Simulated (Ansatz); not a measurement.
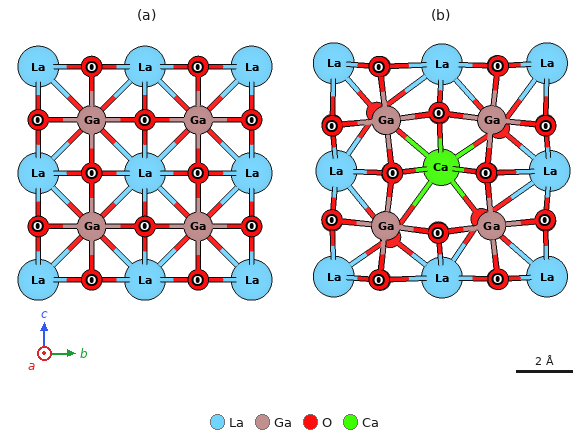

Left: perfect LaGaO3. Right: the same region with one point defect, after relaxing the atoms in a supercell of 40 sites. Style: ball-and-stick. Shown: the atoms within 6.0 Å of one point, in a slice 4.2 Å thick across the line of sight, along the a axis.

All numbers below come from Ansatz 0.2.0, DFT, PBEsol, PAW, plane waves. Settings: plane-wave cutoff 420 eV; k-point mesh 1 × 1 × 1; mesh shifted by (0.25, 0.25, 0.25); collinear spin. Fermi-Dirac smearing of 0.01 eV. The axes drawn are those of the host's conventional cell.

What kind of defect was made?

Answer. A lanthanum atom is replaced by calcium.

The charge state of the cell is 0.

What does the relaxation do around it?

Answer. In the host the La atom has 12 O at 2.73 Å; the Ca atom ends with 8 O at 2.36 to 2.83 Å. Of the host's atoms, an oxygen atom moves furthest from its site, by 0.48 Å. The Ca atom itself moves 0.23 Å from where it was put. The cell's net moment is 1.00 μB.

Limits of the set-up: the periodic images lie only 7.7 Å apart, so the values are limited by the cell's size.
